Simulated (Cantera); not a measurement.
A closed system holds: 1 mol HBr, 7.3 mol H₂, 48 mol N₂, at 790 Pa.

Cantera equilibrium calculation (NASA polynomials, part measured and part estimated; ideal gas, pure solids and liquids). Candidate condensed phases: Br₂; 12 gas species. Equilibrium is a limit: real reactors are often held back by kinetics, nucleation or transport.

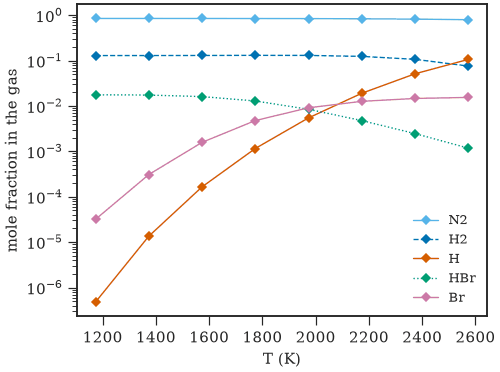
Equilibrium gas composition (values under 1e-9 drawn at 1e-9)

**Question.** Read off the mole fractions at 2573 K.

**Answer.** N₂ about 0.80, H about 0.11, H₂ about 0.076, Br about 0.015, HBr about 0.0012.
